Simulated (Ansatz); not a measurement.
# The perfect Ir wire along [100], 9 atoms a period

Aim: is the Ir wire along [100], 9 atoms a period a metal or a semiconductor?

Program: Ansatz 0.2.0. Level of theory: DFT PBE, plane waves, PAW; relaxation of a wire's period; PAW set soft_1, in the first sound run; inputs show where later runs differ. Results are calculated unless marked as measured.

**1. The starting structure**

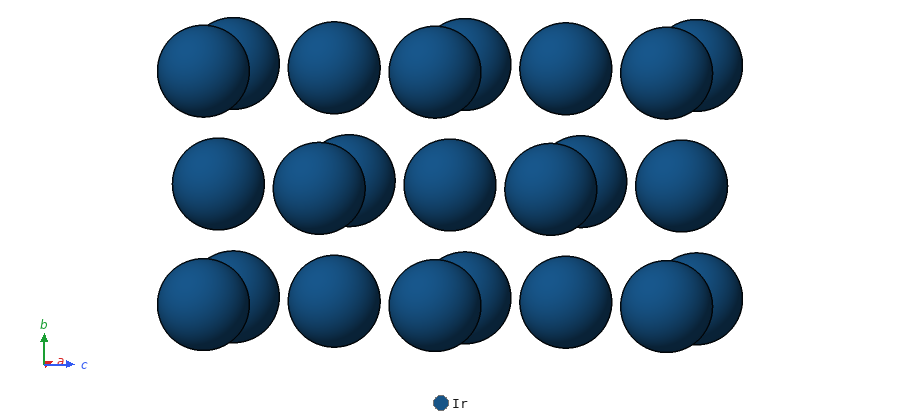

The cell as given, from the side, with the c axis across the page (iridium blue). 1×1×2 cells are drawn. Some periodic images of atoms are drawn too.

The cell holds 9 atoms: 9 Ir. Cell: a = 10.670 Å, b = 10.670 Å, c = 3.870 Å, α = 90.0°, β = 90.0°, γ = 90.0°. Vacuum lies along a and b. The structure's axis is c.

Coordinates:

```cif
data_structure
_symmetry_space_group_name_H-M 'P 1'
_symmetry_Int_Tables_number 1
_cell_length_a 10.6700
_cell_length_b 10.6700
_cell_length_c 3.8700
_cell_angle_alpha 90.000
_cell_angle_beta 90.000
_cell_angle_gamma 90.000
_cell_volume 440.60
loop_
_atom_site_label
_atom_site_type_symbol
_atom_site_fract_x
_atom_site_fract_y
_atom_site_fract_z
_atom_site_occupancy
Ir1 Ir 0.31865 0.31865 0.00000 1
Ir2 Ir 0.31865 0.68135 0.00000 1
Ir3 Ir 0.50000 0.50000 0.00000 1
Ir4 Ir 0.68135 0.31865 0.00000 1
Ir5 Ir 0.68135 0.68135 0.00000 1
Ir6 Ir 0.31865 0.50000 0.50000 1
Ir7 Ir 0.50000 0.31865 0.50000 1
Ir8 Ir 0.50000 0.68135 0.50000 1
Ir9 Ir 0.68135 0.50000 0.50000 1
```

**2. The relaxed wire**

Band widths follow the bond lengths, so the wire is relaxed first. The atoms and the third cell vector are free; the box across stays fixed as vacuum. A Fermi-Dirac smearing is set since the result may be a metal. The pressure printed is a third of the stress's trace over the whole box, vacuum included; only the stress along the axis is relaxed.

The input, input.yaml:

```yaml
crystal:
  lattice:
    - [10.67, 0.0, 0.0]
    - [0.0, 10.67, 0.0]
    - [0.0, 0.0, 3.87]
  atoms:
    - { symbol: Ir, position: [0.318650422, 0.318650422, 0.0] }
    - { symbol: Ir, position: [0.318650422, 0.681349578, 0.0] }
    - { symbol: Ir, position: [0.5, 0.5, 0.0] }
    - { symbol: Ir, position: [0.681349578, 0.318650422, 0.0] }
    - { symbol: Ir, position: [0.681349578, 0.681349578, 0.0] }
    - { symbol: Ir, position: [0.318650422, 0.5, 0.5] }
    - { symbol: Ir, position: [0.5, 0.318650422, 0.5] }
    - { symbol: Ir, position: [0.5, 0.681349578, 0.5] }
    - { symbol: Ir, position: [0.681349578, 0.5, 0.5] }
kpoints:
  mp_grid: { grid: [1, 1, 21] }
scf:
  occupations: { method: fermi_dirac, width: 0.05 }
hamiltonian:
  xc: pbe
  pseudopotentials: { kind: paw, azcp: { folder: soft_1 } }
relax:
  cell: { fix: [a, b, alpha, beta, gamma] }
  max_steps: 45
  f_tol: 0.03
```

Launch:

```console
> ansatz run input.yaml --threads 4 --pin off --max-ram 16384MiB --backend cpu --events-out ev --progress --plain --runs-dir out
```

Numbers of over 12 decimals in the logs are rounded to 6 here.

Output:

```text
Engine: ansatz 0.2.0, aarch64-unknown-linux-gnu
Pseudopotentials: kind: paw
Pseudopotential: Ir, paw, valence charge 17, recommended cutoff 420 eV (normal), soft_1/Ir.paw.azcp
Functional definition: PBE
  parameter kappa = 0.804
  parameter beta = 0.066725
  exchange = pbe_x(kappa = kappa, mu = beta*pi^2/3)
  correlation = pbe_c(beta = beta)
Crystal: 9 atoms, lattice volume = 440.595 Å³
Basis set: ecut = 420 eV, 8569 PW (Γ), exchange–correlation on 144×144×54 points (8 copies of the dense FFT grid, shifted against one another)
Bands: 92, of which v1, the nominal top of the filled ones, is band 77 counted from 1 (76 counted from 0)
Symmetry: 16 space group operations
Space group: P4/mmm (ITA 123), of the structure as read, at distance tolerance 7.6e-5 Å
k-points: 11 of 21
Non-local potential: Ir, projectors of the file, l = 0: 3, l = 1: 2, l = 2: 2, l = 3: 1
PAW form: soft (Blöchl's): semilocal exchange-correlation on the pseudo side does not see the compensation charge
PAW one-centre angular grid: Ir, 590 points (default); XC on 64 Gauss nodes
Initial density: superposition of atomic densities (neutral atoms: chi_scale 0, normalization atom)
Initial wavefunctions: pseudopotential atomic-orbital guess
Functional: x = pbe(κ = 0.804, μ = 0.219515), c = pbe(β = 0.066725)
SCF iter   1: F=—  HF=-107417.126682 eV  |F-HF|=—  |Δ(HF+E_count)|=         —  Δρ=3.55e-2  dr2=1.34e1  ethr=3.10e-3  ⟨swp⟩=7.9  Hψ=4061  notcnv=0  defer=3
preconditioner: auto → LDOS  [metal: Δε(μ)=0.081 eV  Ē_g=4.649 eV  σ=0.050 eV  W_gap=0.35  n_scr=86 (ndim 8)  ℏωp=15.9 eV  f_vac=0.519  D(μ)=15.88/eV (n_scr^D=134)  β→1.0]
SCF iter   2: F=—  HF=-107417.224539 eV  |F-HF|=—  |Δ(HF+E_count)|=   9.79e-2  Δρ=4.17e-2  dr2=1.58e1  ethr=3.10e-3  ⟨swp⟩=3.5  Hψ=2758  notcnv=0  defer=18
SCF iter   3: F=—  HF=-107414.126990 eV  |F-HF|=—  |Δ(HF+E_count)|=    3.10e0  Δρ=7.80e-3  dr2=3.74e-1  ethr=3.10e-3  ⟨swp⟩=3.6  Hψ=2527  notcnv=0  defer=18
SCF iter   4: F=—  HF=-107414.109599 eV  |F-HF|=—  |Δ(HF+E_count)|=   1.74e-2  Δρ=4.05e-3  dr2=2.10e-1  ethr=2.44e-4  ⟨swp⟩=2.6  Hψ=2060  notcnv=0  defer=18
SCF iter   5: F=—  HF=-107414.079862 eV  |F-HF|=—  |Δ(HF+E_count)|=   2.97e-2  Δρ=2.29e-3  dr2=3.28e-2  ethr=1.38e-4  ⟨swp⟩=2.0  Hψ=1622  notcnv=0  defer=18
SCF iter   6: F=—  HF=-107414.075578 eV  |F-HF|=—  |Δ(HF+E_count)|=   4.28e-3  Δρ=6.59e-4  dr2=3.77e-3  ethr=2.14e-5  ⟨swp⟩=2.0  Hψ=1577  notcnv=0  defer=18
SCF iter   7: F=—  HF=-107414.075626 eV  |F-HF|=—  |Δ(HF+E_count)|=   4.84e-5  Δρ=2.88e-4  dr2=8.64e-4  ethr=2.46e-6  ⟨swp⟩=2.0  Hψ=1445  notcnv=0  defer=18
SCF iter   8: F=—  HF=-107414.075532 eV  |F-HF|=—  |Δ(HF+E_count)|=   9.48e-5  Δρ=1.23e-4  dr2=2.31e-4  ethr=5.65e-7  ⟨swp⟩=2.0  Hψ=1426  notcnv=0  defer=18
SCF iter   9: F=—  HF=-107414.075551 eV  |F-HF|=—  |Δ(HF+E_count)|=   1.90e-5  Δρ=4.48e-5  dr2=1.46e-5  ethr=1.51e-7  ⟨swp⟩=2.0  Hψ=1221  notcnv=0  defer=18
SCF iter  10: F=—  HF=-107414.075373 eV  |F-HF|=—  |Δ(HF+E_count)|=   1.78e-4  Δρ=2.17e-5  dr2=2.65e-6  ethr=9.53e-9  ⟨swp⟩=3.0  Hψ=1546  notcnv=0  defer=18
SCF iter  11: F=—  HF=-107414.075373 eV  |F-HF|=—  |Δ(HF+E_count)|=   4.01e-7  Δρ=8.63e-6  dr2=6.07e-7  ethr=1.73e-9  ⟨swp⟩=2.0  Hψ=1222  notcnv=0  defer=18
SCF iter  12: F=-107414.075373 eV  HF=-107414.075373 eV  |F-HF|=5.54e-8  |Δ(HF+E_count)|=   4.69e-8  Δρ=3.64e-6  dr2=7.50e-8  ethr=6.54e-11  ⟨swp⟩=3.8  Hψ=4019  notcnv=0
SCF 1 converged in 12 iterations: F = -107414.075373 eV  dr2 = 7.50e-8
  greatest PAW one-centre occupation: 1.000 electrons in one spin orbital (limit 2), on the Ir atom at site 2 (counted from 0), in its partial waves of l = 0
relax step   1: F+E_penalty+E_count = -107414.07537329 eV  Δ(F+E_penalty+E_count) = +0.000e0 eV  max|allowed force component| = 1.967e0 eV/Å  Δτ_max = 0.0000 Å  P = -7.977 GPa  Ω = 440.595 Å³  fix = [a, b, alpha, beta, gamma]  reactions: a -6.402, b -6.402 GPa  (12 SCF iters, dr2 threshold 1.00e-7 eV, accepted)
Crystal: 9 atoms, lattice volume = 423.666 Å³
Basis set: ecut = 420 eV, 8257 PW (Γ), exchange–correlation on 144×144×54 points (8 copies of the dense FFT grid, shifted against one another)
Initial density: handed on by an earlier stage of this run
Initial wavefunctions: those handed on with the density
iter 1 solved again at ethr=1.43e-3 eV; its pass at ethr=3.10e-3 eV (dr2=2.18e0 eV) is discarded
SCF iter   1: F=—  HF=-107415.932429 eV  |F-HF|=—  |Δ(HF+E_count)|=         —  Δρ=1.46e-2  dr2=2.20e0  ethr=1.43e-3  ⟨swp⟩=1.5  Hψ=4850  notcnv=0
preconditioner: auto → LDOS  [metal: Δε(μ)=0.018 eV  Ē_g=5.021 eV  σ=0.050 eV  W_gap=0.09  n_scr=86 (ndim 8)  ℏωp=16.2 eV  f_vac=0.556  D(μ)=10.64/eV (n_scr^D=70)  β→1.0]
SCF iter   2: F=—  HF=-107415.856591 eV  |F-HF|=—  |Δ(HF+E_count)|=   7.58e-2  Δρ=8.27e-3  dr2=6.93e-1  ethr=1.43e-3  ⟨swp⟩=3.0  Hψ=1668  notcnv=0
SCF iter   3: F=—  HF=-107415.720288 eV  |F-HF|=—  |Δ(HF+E_count)|=   1.36e-1  Δρ=3.15e-3  dr2=1.06e-1  ethr=4.53e-4  ⟨swp⟩=3.3  Hψ=2030  notcnv=0  defer=17
SCF iter   4: F=—  HF=-107415.705505 eV  |F-HF|=—  |Δ(HF+E_count)|=   1.48e-2  Δρ=1.08e-3  dr2=6.81e-3  ethr=6.91e-5  ⟨swp⟩=2.6  Hψ=1725  notcnv=0  defer=17
SCF iter   5: F=—  HF=-107415.705530 eV  |F-HF|=—  |Δ(HF+E_count)|=   2.44e-5  Δρ=3.73e-4  dr2=9.97e-4  ethr=4.45e-6  ⟨swp⟩=2.1  Hψ=1571  notcnv=0  defer=17
SCF iter   6: F=—  HF=-107415.705398 eV  |F-HF|=—  |Δ(HF+E_count)|=   1.32e-4  Δρ=8.96e-5  dr2=2.27e-5  ethr=6.52e-7  ⟨swp⟩=2.0  Hψ=1512  notcnv=0  defer=17
SCF iter   7: F=—  HF=-107415.705263 eV  |F-HF|=—  |Δ(HF+E_count)|=   1.35e-4  Δρ=2.68e-5  dr2=3.19e-6  ethr=1.49e-8  ⟨swp⟩=2.5  Hψ=1514  notcnv=0  defer=17
SCF iter   8: F=-107415.705264 eV  HF=-107415.705264 eV  |F-HF|=1.62e-7  |Δ(HF+E_count)|=   1.36e-6  Δρ=7.33e-6  dr2=4.59e-7  ethr=5.88e-10  ⟨swp⟩=5.0  Hψ=3818  notcnv=0
SCF 2 converged in 8 iterations: F = -107415.705264 eV  dr2 = 4.59e-7
relax step   2: F+E_penalty+E_count = -107415.70526395 eV  Δ(F+E_penalty+E_count) = -1.630e0 eV  max|allowed force component| = 7.147e-1 eV/Å  Δτ_max = 0.1918 Å  P = +1.031 GPa  Ω = 423.666 Å³  energy of the carried Pulay correction = +2.328e-3 eV  fix = [a, b, alpha, beta, gamma]  reactions: a +2.346, b +2.346 GPa  (8 SCF iters, dr2 threshold 9.00e-7 eV, accepted)
Crystal: 9 atoms, lattice volume = 407.758 Å³
Basis set: ecut = 420 eV, 7903 PW (Γ), exchange–correlation on 144×144×54 points (8 copies of the dense FFT grid, shifted against one another)
iter 1 solved again at ethr=3.15e-4 eV; its pass at ethr=3.10e-3 eV (dr2=4.83e-1 eV) is discarded
SCF iter   1: F=—  HF=-107416.031766 eV  |F-HF|=—  |Δ(HF+E_count)|=         —  Δρ=8.82e-3  dr2=4.88e-1  ethr=3.15e-4  ⟨swp⟩=2.2  Hψ=5239  notcnv=0
preconditioner: auto → LDOS  [metal: Δε(μ)=0.041 eV  Ē_g=4.891 eV  σ=0.050 eV  W_gap=0.20  n_scr=86 (ndim 8)  ℏωp=16.6 eV  f_vac=0.535  D(μ)=14.82/eV (n_scr^D=134)  β→1.0]
SCF iter   2: F=—  HF=-107416.000637 eV  |F-HF|=—  |Δ(HF+E_count)|=   3.11e-2  Δρ=4.18e-3  dr2=7.08e-2  ethr=3.15e-4  ⟨swp⟩=2.5  Hψ=1614  notcnv=0
SCF iter   3: F=—  HF=-107415.990665 eV  |F-HF|=—  |Δ(HF+E_count)|=   9.97e-3  Δρ=1.48e-3  dr2=2.67e-2  ethr=4.63e-5  ⟨swp⟩=2.2  Hψ=2025  notcnv=0  defer=19
SCF iter   4: F=—  HF=-107415.988238 eV  |F-HF|=—  |Δ(HF+E_count)|=   2.43e-3  Δρ=8.44e-4  dr2=4.93e-3  ethr=1.75e-5  ⟨swp⟩=2.0  Hψ=1536  notcnv=0  defer=19
SCF iter   5: F=—  HF=-107415.987839 eV  |F-HF|=—  |Δ(HF+E_count)|=   3.99e-4  Δρ=3.02e-4  dr2=9.75e-4  ethr=3.22e-6  ⟨swp⟩=2.0  Hψ=1359  notcnv=0  defer=19
SCF iter   6: F=—  HF=-107415.987850 eV  |F-HF|=—  |Δ(HF+E_count)|=   1.05e-5  Δρ=9.10e-5  dr2=5.46e-5  ethr=6.37e-7  ⟨swp⟩=2.0  Hψ=1393  notcnv=0  defer=19
SCF iter   7: F=—  HF=-107415.987769 eV  |F-HF|=—  |Δ(HF+E_count)|=   8.11e-5  Δρ=2.86e-5  dr2=4.97e-6  ethr=3.57e-8  ⟨swp⟩=2.3  Hψ=1447  notcnv=0  defer=19
SCF iter   8: F=-107415.987770 eV  HF=-107415.987770 eV  |F-HF|=2.31e-7  |Δ(HF+E_count)|=   1.28e-6  Δρ=1.09e-5  dr2=6.31e-7  ethr=5.88e-10  ⟨swp⟩=5.2  Hψ=3752  notcnv=0
SCF 3 converged in 8 iterations: F = -107415.987770 eV  dr2 = 6.31e-7
relax step   3: F+E_penalty+E_count = -107415.98776973 eV  Δ(F+E_penalty+E_count) = -2.825e-1 eV  max|allowed force component| = 1.558e-1 eV/Å  Δτ_max = 0.0945 Å  P = -0.080 GPa  Ω = 407.758 Å³  energy of the carried Pulay correction = +4.661e-3 eV  fix = [a, b, alpha, beta, gamma]  reactions: a -0.001, b -0.001 GPa  (8 SCF iters, dr2 threshold 9.00e-7 eV, accepted)
Crystal: 9 atoms, lattice volume = 406.089 Å³
iter 1 solved again at ethr=2.18e-6 eV; its pass at ethr=3.10e-3 eV (dr2=3.33e-3 eV) is discarded
SCF iter   1: F=—  HF=-107415.992626 eV  |F-HF|=—  |Δ(HF+E_count)|=         —  Δρ=9.81e-4  dr2=3.21e-3  ethr=2.18e-6  ⟨swp⟩=3.0  Hψ=4539  notcnv=0
preconditioner: auto → LDOS  [metal: Δε(μ)=0.019 eV  Ē_g=4.904 eV  σ=0.050 eV  W_gap=0.09  n_scr=86 (ndim 8)  ℏωp=16.6 eV  f_vac=0.536  D(μ)=13.80/eV (n_scr^D=106)  β→1.0]
SCF iter   2: F=—  HF=-107415.992252 eV  |F-HF|=—  |Δ(HF+E_count)|=   3.75e-4  Δρ=3.44e-4  dr2=7.56e-4  ethr=2.09e-6  ⟨swp⟩=2.0  Hψ=1520  notcnv=0
SCF iter   3: F=—  HF=-107415.992134 eV  |F-HF|=—  |Δ(HF+E_count)|=   1.17e-4  Δρ=1.83e-4  dr2=2.16e-4  ethr=4.94e-7  ⟨swp⟩=2.0  Hψ=1743  notcnv=0
SCF iter   4: F=—  HF=-107415.992098 eV  |F-HF|=—  |Δ(HF+E_count)|=   3.65e-5  Δρ=8.49e-5  dr2=3.37e-5  ethr=1.41e-7  ⟨swp⟩=3.3  Hψ=1782  notcnv=0
SCF iter   5: F=—  HF=-107415.992094 eV  |F-HF|=—  |Δ(HF+E_count)|=   3.46e-6  Δρ=3.30e-5  dr2=6.42e-6  ethr=2.20e-8  ⟨swp⟩=2.1  Hψ=1391  notcnv=0
SCF iter   6: F=-107415.992094 eV  HF=-107415.992094 eV  |F-HF|=2.52e-7  |Δ(HF+E_count)|=   1.67e-7  Δρ=8.13e-6  dr2=3.74e-7  ethr=5.88e-10  ⟨swp⟩=3.6  Hψ=4083  notcnv=0
SCF 4 converged in 6 iterations: F = -107415.992094 eV  dr2 = 3.74e-7
relax step   4: F+E_penalty+E_count = -107415.99209370 eV  Δ(F+E_penalty+E_count) = -4.324e-3 eV  max|allowed force component| = 3.429e-2 eV/Å  Δτ_max = 0.0113 Å  P = +0.030 GPa  Ω = 406.089 Å³  energy of the carried Pulay correction = +4.914e-3 eV  fix = [a, b, alpha, beta, gamma]  reactions: a +0.011, b +0.011 GPa  (6 SCF iters, dr2 threshold 9.00e-7 eV, accepted)
Crystal: 9 atoms, lattice volume = 406.125 Å³
iter 1 solved again at ethr=2.66e-7 eV; its pass at ethr=3.10e-3 eV (dr2=4.07e-4 eV) is discarded
SCF iter   1: F=—  HF=-107415.992455 eV  |F-HF|=—  |Δ(HF+E_count)|=         —  Δρ=2.12e-4  dr2=4.00e-4  ethr=2.66e-7  ⟨swp⟩=2.1  Hψ=3578  notcnv=0
preconditioner: auto → LDOS  [metal: Δε(μ)=0.013 eV  Ē_g=4.898 eV  σ=0.050 eV  W_gap=0.06  n_scr=86 (ndim 8)  ℏωp=16.6 eV  f_vac=0.536  D(μ)=14.07/eV (n_scr^D=118)  β→1.0]
SCF iter   2: F=—  HF=-107415.992416 eV  |F-HF|=—  |Δ(HF+E_count)|=   3.95e-5  Δρ=1.01e-4  dr2=3.68e-5  ethr=2.61e-7  ⟨swp⟩=2.0  Hψ=1313  notcnv=0
SCF iter   3: F=—  HF=-107415.992330 eV  |F-HF|=—  |Δ(HF+E_count)|=   8.55e-5  Δρ=4.01e-5  dr2=1.76e-5  ethr=2.41e-8  ⟨swp⟩=2.1  Hψ=1463  notcnv=0
SCF iter   4: F=—  HF=-107415.992330 eV  |F-HF|=—  |Δ(HF+E_count)|=   6.88e-7  Δρ=2.60e-5  dr2=5.05e-6  ethr=1.15e-8  ⟨swp⟩=2.0  Hψ=1426  notcnv=0
SCF iter   5: F=—  HF=-107415.992329 eV  |F-HF|=—  |Δ(HF+E_count)|=   4.46e-7  Δρ=6.16e-6  dr2=4.61e-7  ethr=3.30e-9  ⟨swp⟩=2.0  Hψ=1228  notcnv=0
SCF iter   6: F=-107415.992329 eV  HF=-107415.992329 eV  |F-HF|=1.16e-10  |Δ(HF+E_count)|=   6.59e-9  Δρ=1.31e-6  dr2=7.82e-9  ethr=4.80e-11  ⟨swp⟩=3.9  Hψ=4339  notcnv=0
SCF 5 converged in 6 iterations: F = -107415.992329 eV  dr2 = 7.82e-9
relax step   5: F+E_penalty+E_count = -107415.99232921 eV  Δ(F+E_penalty+E_count) = -2.355e-4 eV  max|allowed force component| = 4.409e-3 eV/Å  Δτ_max = 0.0021 Å  P = -0.049 GPa  Ω = 406.125 Å³  energy of the carried Pulay correction = +4.909e-3 eV  fix = [a, b, alpha, beta, gamma]  reactions: a -0.064, b -0.064 GPa  (6 SCF iters, dr2 threshold 7.35e-8 eV, accepted)
Basis set: ecut = 420 eV, 7903 PW (Γ), exchange–correlation on 144×144×48 points (8 copies of the dense FFT grid, shifted against one another)
Initial wavefunctions: pseudopotential atomic-orbital guess (no wavefunctions were taken with the density)
iter 1 solved again at ethr=2.59e-7 eV; its pass at ethr=3.10e-3 eV (dr2=3.96e-4 eV) is discarded
SCF iter   1: F=—  HF=-107415.986320 eV  |F-HF|=—  |Δ(HF+E_count)|=         —  Δρ=1.51e-4  dr2=1.49e-5  ethr=2.59e-7  ⟨swp⟩=4.0  Hψ=7594  notcnv=0
preconditioner: auto → LDOS  [metal: Δε(μ)=0.013 eV  Ē_g=4.899 eV  σ=0.050 eV  W_gap=0.06  n_scr=86 (ndim 8)  ℏωp=16.6 eV  f_vac=0.536  D(μ)=14.02/eV (n_scr^D=118)  β→1.0]
SCF iter   2: F=—  HF=-107415.986254 eV  |F-HF|=—  |Δ(HF+E_count)|=   6.60e-5  Δρ=3.95e-5  dr2=3.71e-6  ethr=9.74e-9  ⟨swp⟩=2.2  Hψ=1861  notcnv=0
SCF iter   3: F=—  HF=-107415.986705 eV  |F-HF|=—  |Δ(HF+E_count)|=   4.50e-4  Δρ=1.74e-5  dr2=9.57e-7  ethr=2.42e-9  ⟨swp⟩=3.1  Hψ=2217  notcnv=0
SCF iter   4: F=—  HF=-107415.986704 eV  |F-HF|=—  |Δ(HF+E_count)|=   2.53e-7  Δρ=3.97e-6  dr2=5.52e-8  ethr=6.26e-10  ⟨swp⟩=2.7  Hψ=1709  notcnv=0
SCF iter   5: F=—  HF=-107415.986704 eV  |F-HF|=—  |Δ(HF+E_count)|=   9.01e-9  Δρ=8.42e-7  dr2=3.28e-9  ethr=3.61e-11  ⟨swp⟩=2.0  Hψ=1731  notcnv=0
SCF iter   6: F=—  HF=-107415.986704 eV  |F-HF|=—  |Δ(HF+E_count)|=  4.37e-10  Δρ=3.93e-7  dr2=6.01e-10  ethr=2.14e-12  ⟨swp⟩=2.2  Hψ=1692  notcnv=0
SCF iter   7: F=—  HF=-107415.986704 eV  |F-HF|=—  |Δ(HF+E_count)|=  4.37e-11  Δρ=1.79e-7  dr2=2.70e-10  ethr=1.00e-12  ⟨swp⟩=2.0  Hψ=1418  notcnv=0
SCF iter   8: F=-107415.986704 eV  HF=-107415.986704 eV  |F-HF|=7.28e-11  |Δ(HF+E_count)|=    0.00e0  Δρ=6.71e-8  dr2=2.94e-11  ethr=1.00e-12  ⟨swp⟩=4.0  Hψ=3736  notcnv=0
SCF 6 converged in 8 iterations: F = -107415.986704 eV  dr2 = 2.94e-11
relax step   6: F+E_penalty+E_count = -107415.98670429 eV  Δ(F+E_penalty+E_count) = +5.625e-3 eV  max|allowed force component| = 4.817e-3 eV/Å  Δτ_max = 0.0000 Å  P = -0.045 GPa  Ω = 406.125 Å³  fix = [a, b, alpha, beta, gamma]  reactions: a -0.057, b -0.057 GPa  stress off target by 2.10e-2 GPa on what of the cell is left free  SCF on the basis re-selected at this cell (its energy is not comparable with the rows above)  (8 SCF iters)
basis re-selected at this cell: Δ(F+E_penalty+E_count) = +5.625e-3 eV, ΔP = +0.004 GPa vs the last step (what re-selecting the basis moved, of the pressure what is left beyond the Pulay correction that the steps carried, after the strain that the cell walked since its last selection, with what the two solves' SCF thresholds leave and, on support functions, any second-order correction that the steps lacked; it is no measure of the basis error at this ecutwfc). The dense FFT grid was sized anew with the basis: this SCF ran on 72×72×24 points, the steps before it on 72×72×27, so part of this shift can come from that change (see relax.cell in the input reference). [rest of the remark cut]
SCF converged after 8 iterations
Free energy (F): -107415.986704 eV
Harris-Foulkes:  -107415.986704 eV  (|F-HF|=7.28e-11)
Internal energy: -107415.869111 eV  (E = F + TS)
E sigma→0 (E₀):  -107415.927908 eV
Entropy (-TS):   -0.117593 eV (-13.066 meV/atom)
Fermi energy:    4.873259 eV
--- Per-component energies (eV) ---
  E_band       = -3836.061805
  E_kinetic    = 4858.507083
  E_local      = -64750.817377  (includes V_loc(G=0)·N_el)
  E_nonlocal   = 1721.133854
  E_hartree    = 29578.363767
  E_xc         = -2056.702342
  E_vxc        = -2288.176540  (∫ρ·V_xc dr)
  E_paw        = -83391.626131  (= ΣΔE_a)
  E_vpaw       = -2533.440240  (= ΣTr[D̂ρ^β])
  E_aug_tail   = 0.003223  (compensation charges beyond the density's cutoff)
  E_ewald      = 6625.268811
  E_smearing   = -0.117593  (= −TS)
  E_closure    = -0.000000  (closes the sum)
  Σ components = -107415.986704   (vs F -107415.986704, Δ=0.00e0)
--- Forces (eV/Å), atoms counted from 1 ---
  atom   1  Ir    -0.00481730    -0.00481730     0.00000000
  atom   2  Ir    -0.00481730     0.00481730     0.00000000
  atom   3  Ir     0.00000000     0.00000000     0.00000000
  atom   4  Ir     0.00481730    -0.00481730     0.00000000
  atom   5  Ir     0.00481730     0.00481730     0.00000000
  atom   6  Ir     0.00351596     0.00000000     0.00000000
  atom   7  Ir     0.00000000     0.00351596     0.00000000
  atom   8  Ir     0.00000000    -0.00351596     0.00000000
  atom   9  Ir    -0.00351596     0.00000000     0.00000000
  max |Σ_I F_I| component: 1.73e-18 eV/Å
--- Stress (GPa, compression-positive) ---
       -0.056952       0.000000       0.000000
        0.000000      -0.056952       0.000000
        0.000000       0.000000      -0.020980
  P = ⅓ Tr σ = -0.0450 GPa (-0.450 kbar)
--- Relaxed structure (5 steps of the walk, 5 accepted, 1 SCFs on fresh bases) ---
  F+E_penalty+E_count = -107415.98670429 eV   max|allowed force component| = 4.817e-3 eV/Å   (the final SCF, on the basis selected at the relaxed cell)
  cell:  # Å, volume = 406.1248 Å³
    - [10.67, 0.0, 0.0]
    - [0.0, 10.67, 0.0]
    - [0.0, 0.0, 3.567227]
  atoms:
    - { symbol: Ir, position: [0.324966, 0.324966, 0.0] }
    - { symbol: Ir, position: [0.324966, 0.675034, 0.0] }
    - { symbol: Ir, position: [0.5, 0.5, 0.0] }
    - { symbol: Ir, position: [0.675034, 0.324966, 0.0] }
    - { symbol: Ir, position: [0.675034, 0.675034, 0.0] }
    - { symbol: Ir, position: [0.316947, 0.5, 0.500000] }
    - { symbol: Ir, position: [0.5, 0.316947, 0.500000] }
    - { symbol: Ir, position: [0.5, 0.683053, 0.500000] }
    - { symbol: Ir, position: [0.683053, 0.5, 0.500000] }
```

The job ended after 39 s (4 threads of Arm Neoverse V2, shared host; peak memory 1.2 GiB).

(Part 1 of 2 ends here.)

[Logs are printed without paths, hosts, clocks, repeated set-up lines and the standing remarks that a program may print on its own settings, such as how far it seeks lower states.]

[Hosts, paths, dates, database ids (printed as entryN), source tags and the programs' standing remarks are cut or masked in the printed files.]
